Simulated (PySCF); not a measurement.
Input file:

```
{"job": {"kind": "nmr", "xc": "PBE0", "basis": "pcSseg-1"}, "charge": 0, "multiplicity": 1}
Si     2.955203    -0.205407     0.336947
N      2.063587     0.193502    -1.087880
Si     0.334400     0.243845    -1.341045
Si    -0.744841     1.797467     0.013580
C     -2.146598     0.648952     0.644653
C     -1.672681    -0.777533     0.947267
Si    -0.816215    -1.618710    -0.548894
H      2.167564     0.279225     1.468908
H      3.156824    -1.655429     0.457563
H      4.248357     0.471404     0.231400
H      2.618524     0.239313    -1.925610
H      0.257750     0.492085    -2.796204
H     -1.388340     2.972848    -0.595617
H     -0.019501     2.323469     1.181199
H     -2.934125     0.602494    -0.112936
H     -2.614211     1.071330     1.536806
H     -0.970391    -0.744662     1.785109
H     -2.521218    -1.373983     1.289759
H     -0.108592    -2.808672    -0.051761
H     -1.870645    -2.140859    -1.436281
```

Command:

```sh
OMP_NUM_THREADS=1 python probes_run.py task.json out
```

Geometry: GFN2-xTB.

These are results of PBE0/pcSseg-1, SCF density, gas phase, non-relativistic (PySCF 2.14.0), not measurements.

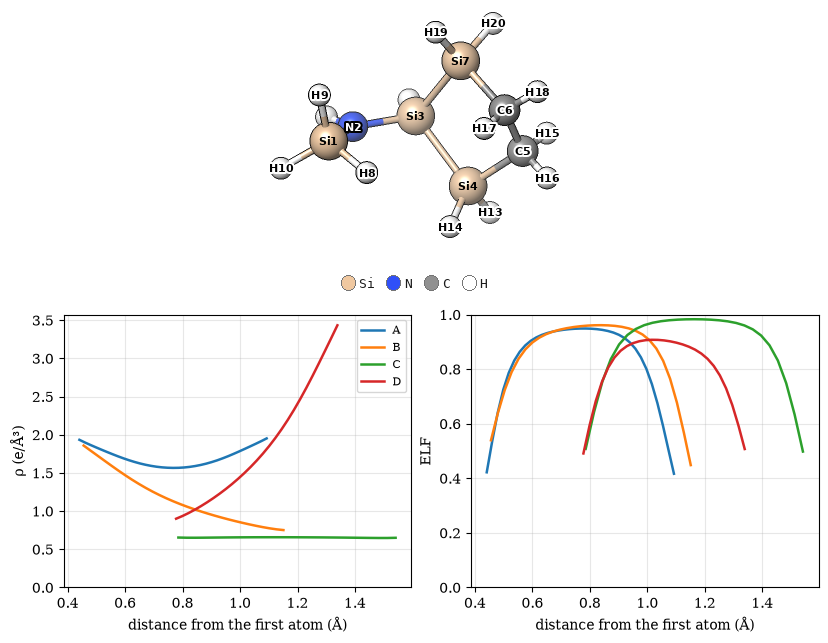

C2H13NSi4. Total electron density and electron localisation function along straight lines between neighbouring atoms. The curves leave out the atomic cores. The structure is drawn too.

**Which curve belongs to which contact (C–C, C–Si, Si–N and Si–Si)? The first atom named is at distance zero.**

Curve A: C–C (1.53 Å): ρ at the midpoint is about 1.6 e/Å³; the ELF peaks at about 0.95 between the atoms (a shared electron pair). Curve B: C–Si (1.92 Å): the density is about 0.89 e/Å³ at the midpoint; the ELF peaks at about 0.95 between the atoms, as expected for a shared electron pair. Curve C: Si–Si (2.33 Å): ρ at the midpoint is about 0.66 e/Å³; the ELF peaks at about 1 between the atoms, as expected for localised, covalent bonding. Curve D: Si–N (1.73 Å): the density is about 1.1 e/Å³ at the midpoint; the ELF peaks at about 0.90 between the atoms (a shared but strongly polarised pair).
